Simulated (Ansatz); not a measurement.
GeH₄···H₂P (doublet)

Input

```
crystal:
  periodic: [false, false, false]
  atoms:
    - {symbol: H, position_ang: [-0.927894, -0.608754, 1.020317]}
    - {symbol: P, position_ang: [-0.893368, 2.533863, -0.284756]}
    - {symbol: Ge, position_ang: [0.289463, -1.281620, 0.371490]}
    - {symbol: H, position_ang: [-1.041649, 1.668640, -1.406019]}
    - {symbol: H, position_ang: [0.486325, 2.201961, -0.164439]}
    - {symbol: H, position_ang: [0.385683, -2.737482, 0.847393]}
    - {symbol: H, position_ang: [1.564205, -0.526689, 0.771207]}
    - {symbol: H, position_ang: [0.137135, -1.249919, -1.155092]}
basis:
  gaussian: {orbitals: def2-TZVPP}
magnetization: {spin_polarized: true, initial_magnetization: 1}
hamiltonian: {xc: pbe0, dispersion: d4}
output: {orbitals: {seedname: orbitals}}
```

Command:

```sh
ansatz run in.yaml --threads 4 --pin off --events-out ev --progress --plain --max-ram 9574MiB
```

The product side of a reaction path; geometry: PBE0-D4/def2-TZVP.

Method: UKS PBE0-D4/def2-TZVPP (Ansatz 0.2.0).

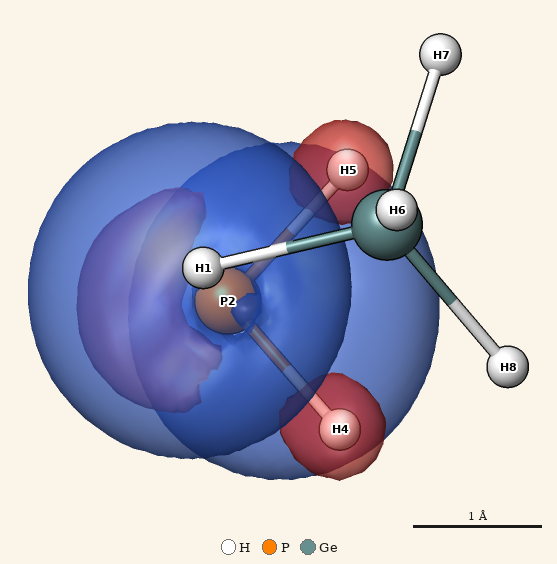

Figure 1. Isosurfaces of the spin density at +0.015 (blue) and −0.015 e/Å³ (red), seen at an oblique angle.

Describe the spin distribution.

Answer. The unpaired spin (1 electron) lies mostly on P2 (about 0.9), in electrons by Hirshfeld's partition.

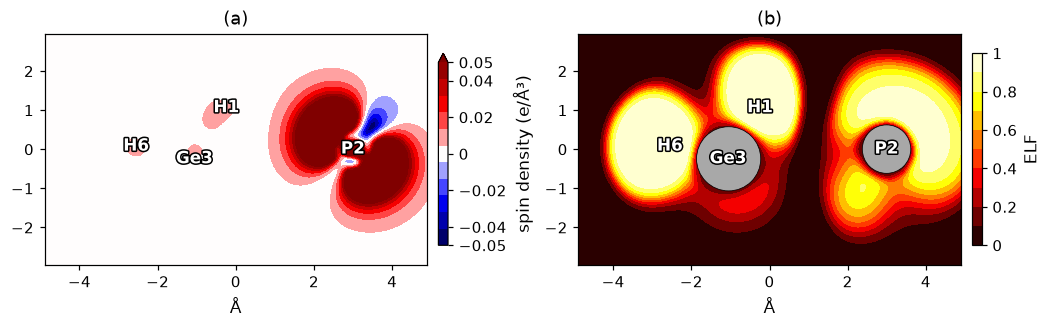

Figure 2. (a) spin density (α minus β); (b) ELF on the plane of atoms H1, Ge3 and H6. Grey discs cover the atomic cores in the ELF map.

Read the bonding off the picture.

Answer. The plane passes through H, P and Ge nuclei.
Ge3···P2 (4.05 Å): the ELF dips to about 0 between them; a weak contact between the two molecules.
Ge–H (1.53 Å): the ELF climbs to about 1 towards the hydrogen.
The ELF also peaks beside P2, away from the bonds: non-bonding electrons, paired or unpaired.

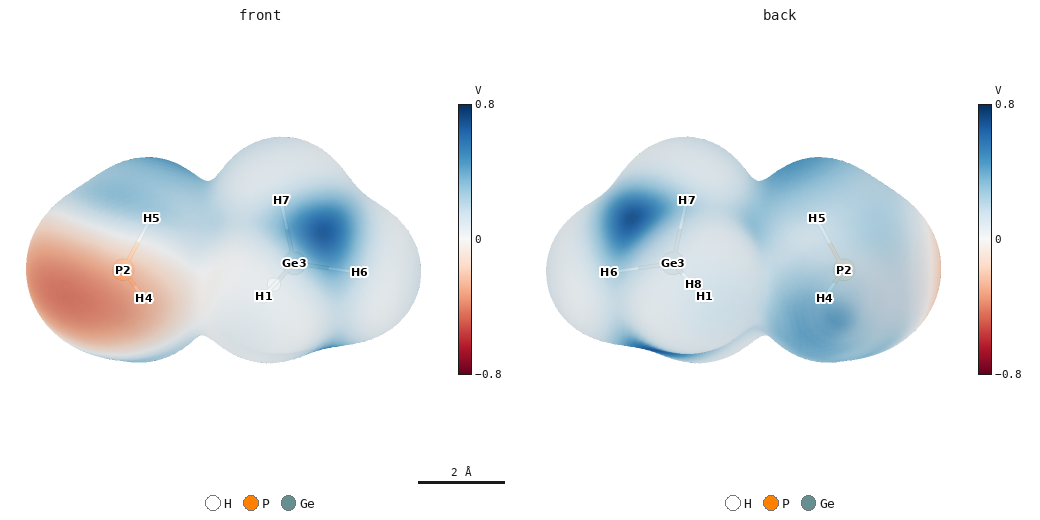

Figure 3. The molecular electrostatic potential painted on the density surface at 0.001 e/bohr³, seen from the front and from behind; the colour scale runs from red (negative) to blue (positive).

Which sites attract a positive test charge, and which a negative one?

Answer. A positive charge is drawn to the negative regions and a negative charge to the positive ones. The most negative region (about −0.4 V) lies over P2, the most positive (about +0.7 V) over Ge3.
